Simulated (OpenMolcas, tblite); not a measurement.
**CH5FOSn (SMILES C[O][SnH2][F]): the vertical ionisation energy, rung by rung**

CH5FOSn has 9 atoms, charge 0, and is taken as a singlet. SMILES: `C[O][SnH2][F]`. The coordinates come from a PBE0-D4/def2-TZVP relaxation. This is one conformer, not always the lowest.

```xyz
9

C     0.5185    1.3729    0.0701
O     0.8680    0.0818   -0.3738
Sn   -0.3995   -1.3884   -0.2438
F    -0.6974   -1.6294    1.6405
H     1.3133    2.0605   -0.2311
H    -0.4206    1.7317   -0.3734
H     0.4221    1.4182    1.1609
H    -1.9160   -0.9243   -0.8599
H     0.3999   -2.7691   -0.8064
```

Quantity: the vertical ionisation energy (to the doublet cation), in eV. The values are calculated.

```
                           level            kind     program  value (eV)  CPU time (all runs)
                        GFN1-xTB  semi-empirical      tblite       15.68            under 2 s
    HF/def2-SVP (core potential)    Hartree–Fock  OpenMolcas        9.19                 48 s
 SVWN5/def2-SVP (core potential)             LDA  OpenMolcas        9.99              2.6 min
revPBE/def2-SVP (core potential)             GGA  OpenMolcas        9.81              3.1 min
  TPSS/def2-SVP (core potential)        meta-GGA  OpenMolcas        9.92              4.2 min
 B3LYP/def2-SVP (core potential)   global hybrid  OpenMolcas       10.17              2.7 min
```

Spin-orbit coupling, which can split open shells on such heavy atoms by tenths of an eV, is left out. The values span 9.19 to 15.68 eV. The xTB values lack the empirical shift that such differences need. Times are those of the runs behind each value, whatever else they computed, on shared processors of several kinds: orders of magnitude only.

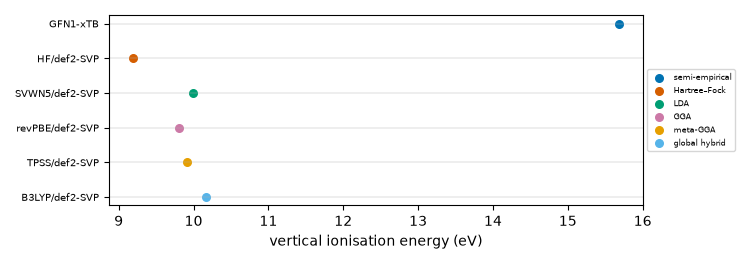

The values of the table, level by level.
